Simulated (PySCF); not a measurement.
## Electronic structure of C12H24O2Si (SMILES C=C[Si](C=C)(OC(C)(C)C)OC(C)(C)C) in real space

Input file:

```
{"job": {"kind": "nmr", "xc": "PBE0", "basis": "pcSseg-1"}, "charge": 0, "multiplicity": 1}
Si     0.637613     0.477758     0.407129
C      0.697776     0.506254     2.272733
C      1.717557     1.028114     2.964851
H     -0.138681     0.069786     2.835822
H      2.581688     1.479254     2.462773
H      1.740578     1.037295     4.060725
C      2.328710     0.837001    -0.291010
C      2.539463     1.820167    -1.174179
H      3.189423     0.236346     0.032935
H      1.711859     2.450679    -1.516407
H      3.532518     2.036420    -1.585289
O     -0.336839     1.661587    -0.212156
C     -1.749018     1.744418    -0.373363
C     -2.461117     1.102340     0.814484
C     -2.073673     3.230618    -0.451216
C     -2.124493     1.035321    -1.671682
H     -3.552755     1.188811     0.707123
H     -2.208977     0.032705     0.880906
H     -2.167126     1.596321     1.753115
H     -1.768421     3.734207     0.477885
H     -3.151073     3.393611    -0.604149
H     -1.526976     3.692570    -1.286573
H     -1.850746    -0.027444    -1.609811
H     -1.579646     1.484655    -2.515379
H     -3.204249     1.116586    -1.870022
O     -0.016265    -0.976536    -0.077367
C      0.525322    -2.276086    -0.268565
C      1.477385    -2.633041     0.870000
C     -0.666159    -3.226104    -0.276688
C      1.248253    -2.313232    -1.612232
H      1.868692    -3.654089     0.746766
H      2.337778    -1.946620     0.900548
H      0.960778    -2.573721     1.839274
H     -1.198942    -3.172063     0.684287
H     -0.346046    -4.265587    -0.443349
H     -1.368321    -2.942843    -1.074513
H      2.091104    -1.606265    -1.621328
H      0.557573    -2.027462    -2.419439
H      1.637742    -3.320529    -1.824708
```

Run with:

```sh
OMP_NUM_THREADS=2 python probes_run.py task.json out
```

Geometry: PBE0-D3(BJ)/def2-SVP.

Theory: PBE0/pcSseg-1, SCF density, gas phase, non-relativistic in PySCF 2.14.0.

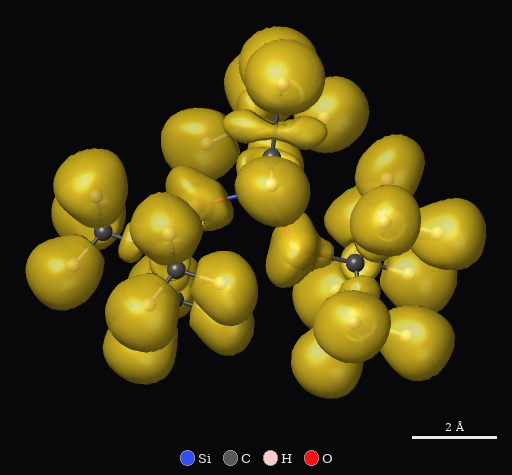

Figure 1. Isosurface of the electron localisation function at 0.75 (yellow), seen across its widest extent. Only the valence region is drawn (cores and ρ < 0.01 e/Å³ removed).

Question: Describe the localisation domains.

Answer: At this value the surface marks out eight regions between bonded C–C atoms (shared pairs), two regions between bonded C–Si atoms (shared pairs), 24 regions around hydrogen nuclei and two regions on O in which the atom's valence shell and bonds are merged.


C–C (1.34 Å): the ELF peaks at about 0.90 between the atoms: a multiple bond. C–O (1.42 Å): the ELF peaks at about 0.90 between the atoms; a shared but strongly polarised pair.

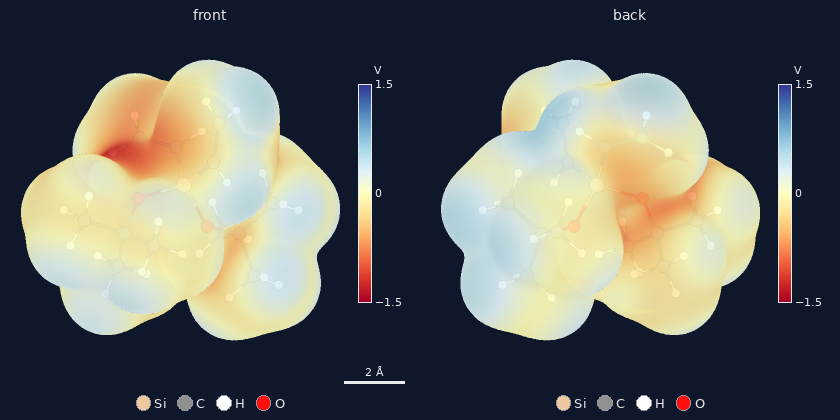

Figure 2. The molecular electrostatic potential painted on the density surface at 0.001 e/bohr³, seen from the front and from behind; red is negative and blue positive.

Question: Where is the surface potential most negative and most positive?

Answer: The most negative region (about −1.2 V) lies over O12, the most positive (about +0.6 V) over H9, H11, H31 and H32. O12 is the likeliest acceptor of a hydrogen bond.

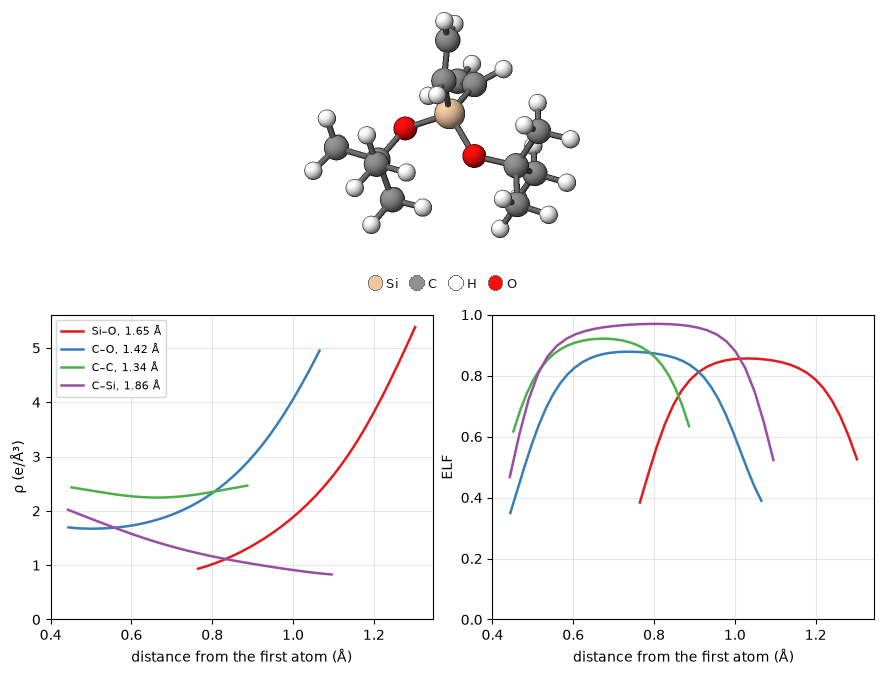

Figure 3. Total electron density and ELF along straight lines between neighbouring atoms. The curves leave out the atomic cores. The structure is drawn too.

Question: What kind of bonding do the profiles show?

Answer: Si–O (1.65 Å): ρ at the midpoint is about 1.1 e/Å³; the ELF peaks at about 0.85 between the atoms; a shared but strongly polarised pair.
C–O (1.42 Å): the density is about 2 e/Å³ at the midpoint, with its minimum of 1.7 e/Å³ about 0.5 Å from C; the ELF peaks at about 0.90 between the atoms; a polar covalent bond.
C–C (1.34 Å): ρ is about 2.2 e/Å³ halfway; the ELF peaks at about 0.90 between the atoms (a short, multiple covalent bond).
C–Si (1.86 Å): ρ at the midpoint is about 0.99 e/Å³; the ELF peaks at about 0.95 between the atoms: a covalent bond.
